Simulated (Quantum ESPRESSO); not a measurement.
# Gap and tunnelling decay at a withheld lattice constant: LiMgF3, cubic perovskite type

Method. Quantum ESPRESSO 7.5 (pw.x, pwcond.x with ikind = 0), PBE, GBRV ultrasoft, cubic crystals. κ is the slowest decay along [001] at mid-gap among three points across the current.

| a (Å) | gap on the mesh (eV) | κ (1/Å) |
| --- | --- | --- |
| 3.690 | 6.615 | 0.560 |
| 3.807 | 6.192 | 0.543 |
| 4.043 | 5.450 | 0.512 |
| 4.161 | 5.123 | 0.497 |

One more run was made and is withheld. What are gap and κ at a = 3.925 Å?

By hand: A line through the rows at 3.807 and 4.043 Å gives a gap of 6.192 + 0.500 × (5.450 − 6.192) = 5.82 eV and κ = 0.528 1/Å. The two-band model κ = 0.5123 √(m* E_g/4) needs m* = 0.726 at 3.807 Å; with that mass and the new gap, κ = 0.526 1/Å.

**The withheld run.** The gap is 5.805 eV and κ = 0.526 1/Å. The line misses the gap by +0.016 eV and κ by +0.3 %; the two-band estimate misses κ by +0.1 %.

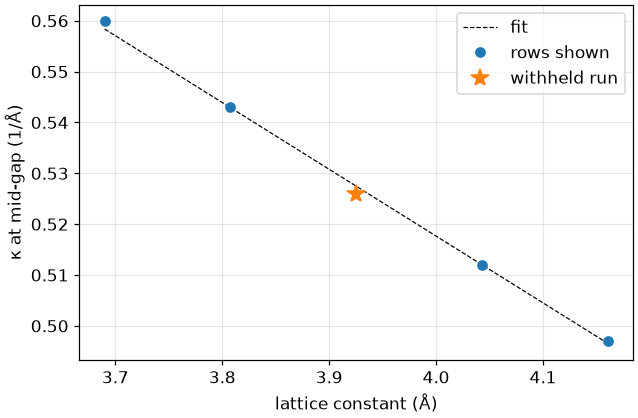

The rows shown, the fit and the withheld run.

**Limits.** The structure type is imposed. Local and semilocal gaps and decay constants are too small; no spin-orbit coupling. For an indirect gap m* is a fitting number alone.
